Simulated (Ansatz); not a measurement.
**B3LYP/STO-3G run of AlH5O (Al(H2O)H3)**

Aim: the vertical ionisation energy of AlH5O (Al(H2O)H3) at B3LYP/STO-3G, from 2 runs. 

Program for the calculation: Ansatz 0.2.0.

53 further runs of the same task are left out: 1 that didn't finish, 52 set aside as unsound or not needed.

## 1. The system as given

AlH5O has 7 atoms, charge 0, and is taken as a singlet. SMILES: `[H][Al]([H])([H])<-[OH2]`. The shape comes from GFN2-xTB, which is rough for such elements, and wasn't checked as a minimum.

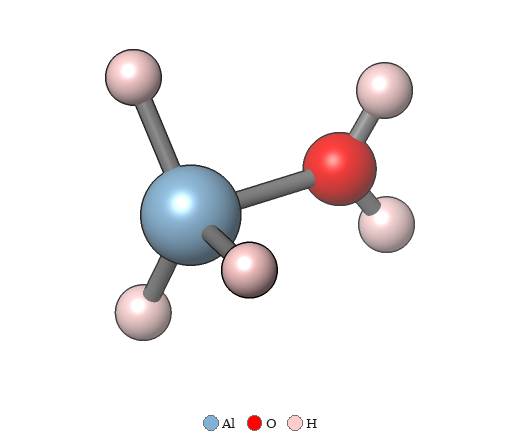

Viewed from a chosen angle; aluminium light blue, oxygen red, hydrogen pink.

## 2. The energy at B3LYP/STO-3G

job.yaml reads:

```yaml
crystal:
  periodic: [false, false, false]
  atoms:
    - {symbol: Al, position_ang: [0.038170, -0.063310, -0.878000]}
    - {symbol: O, position_ang: [-0.024940, 0.038110, 1.009060]}
    - {symbol: H, position_ang: [-0.734700, -0.319470, 1.555830]}
    - {symbol: H, position_ang: [0.587960, 0.568180, 1.531290]}
    - {symbol: H, position_ang: [1.607200, -0.040110, -0.978390]}
    - {symbol: H, position_ang: [-0.735740, 1.245780, -1.269530]}
    - {symbol: H, position_ang: [-0.737950, -1.429180, -0.970260]}
basis:
  gaussian:
    orbitals: STO-3G
magnetization:
  spin_polarized: false
  initial_magnetization: 0
accuracy: high
hamiltonian:
  xc: {name: B3LYP}
```

Command:

```
$ ansatz run job.yaml --threads 1 --pin off --max-ram 2610MiB --events-out events.jsonl --progress --plain --runs-dir runs
```

The log of the run:

```text
Warning: RAYON_NUM_THREADS=1 ignored (pool sized by the plan → 1); use --threads N
Functional definition: B3LYP
  name "B3LYP"
  parameter a0 = 0.2
  parameter ax = 0.72
  parameter ac = 0.81
  exchange = (1 - a0 - ax)*slater_x + ax*b88_x + a0*exact_x
  correlation = (1 - ac)*vwn_rpa_c + ac*lyp_c
336 factors; integrals over basis functions are off by at most 4.7e-9 eV
mean field evaluation 1: about -8615.4693 eV, gradient 1.8e1 eV
mean field evaluation 2: about -8616.2700 eV, gradient 1.1e1 eV
mean field evaluation 4: about -8616.6453 eV, gradient 1.3e-1 eV
mean field evaluation 8: about -8616.6060 eV, gradient 1.0e-3 eV
mean field -8616.60601675 eV, -316.6544305703 hartree, gradient 9.9e-9 eV, S^2 0.000000; 0 other end points of the search recorded, 0 dependent functions left out
reference -8616.60604660 eV, -316.6544316673 hartree; 13, 13 occupied and 6, 6 virtual orbitals, 336 factors
Total energy: -8616.60604660 eV, -316.6544316673 hartree
```

Wall time 1.1 s (1 thread of Arm Neoverse V2, shared host); peak memory 0.1 GiB.

## 3. The doublet cation

molecule.yaml reads:

```yaml
crystal:
  periodic: [false, false, false]
  atoms:
    - {symbol: Al, position_ang: [0.038170, -0.063310, -0.878000]}
    - {symbol: O, position_ang: [-0.024940, 0.038110, 1.009060]}
    - {symbol: H, position_ang: [-0.734700, -0.319470, 1.555830]}
    - {symbol: H, position_ang: [0.587960, 0.568180, 1.531290]}
    - {symbol: H, position_ang: [1.607200, -0.040110, -0.978390]}
    - {symbol: H, position_ang: [-0.735740, 1.245780, -1.269530]}
    - {symbol: H, position_ang: [-0.737950, -1.429180, -0.970260]}
basis:
  gaussian: {orbitals: STO-3G}
total_charge: 1
magnetization: {spin_polarized: true, initial_magnetization: 1}
hamiltonian: {xc: {name: B3LYP}}
accuracy: high
```

Command:

```
$ ansatz run molecule.yaml --threads 1 --pin off --max-ram 2610MiB --events-out events.jsonl --progress --plain --runs-dir runs
```

The log of the run (excerpt; [...] marks lines left out):

```text
Warning: RAYON_NUM_THREADS=1 ignored (pool sized by the plan → 1); use --threads N
[... 7 set-up lines as earlier in the session ...]
336 factors; integrals over basis functions are off by at most 4.7e-9 eV
mean field evaluation 1: about -8605.9433 eV, gradient 2.2e1 eV
mean field evaluation 2: about -8595.5247 eV, gradient 4.3e1 eV
mean field evaluation 4: about -8609.1750 eV, gradient 2.3e0 eV
mean field evaluation 8: about -8609.1869 eV, gradient 1.0e-1 eV
mean field evaluation 16: about -8609.1870 eV, gradient 3.9e-5 eV
mean field evaluation 32: about -8609.0029 eV, gradient 3.0e-1 eV
mean field -8609.18701455 eV, -316.3817872682 hartree, gradient 4.3e-8 eV, S^2 0.758469; 3 other end points of the search recorded, 0 dependent functions left out
reference -8609.18704403 eV, -316.3817883517 hartree; 13, 12 occupied and 6, 7 virtual orbitals, 336 factors
Total energy: -8609.18704403 eV, -316.3817883517 hartree
```

Run time: 2.4 s. Hardware: 1 thread of Arm Neoverse V2, shared host; peak memory 0.14 GiB.

## 4. What came out

At B3LYP/STO-3G:

```
                                          quantity          value
                       singlet AlH5O: total energy  -316.65443 Eh
                      doublet cation: total energy  -316.38179 Eh
                              doublet cation: ⟨S²⟩          0.758
vertical ionisation energy (to the doublet cation)       7.419 eV
```

What this shows: Removing an electron at fixed nuclei costs 7.42 eV (716 kJ/mol). In a minimal basis such a difference can be off by several eV, whatever the method.
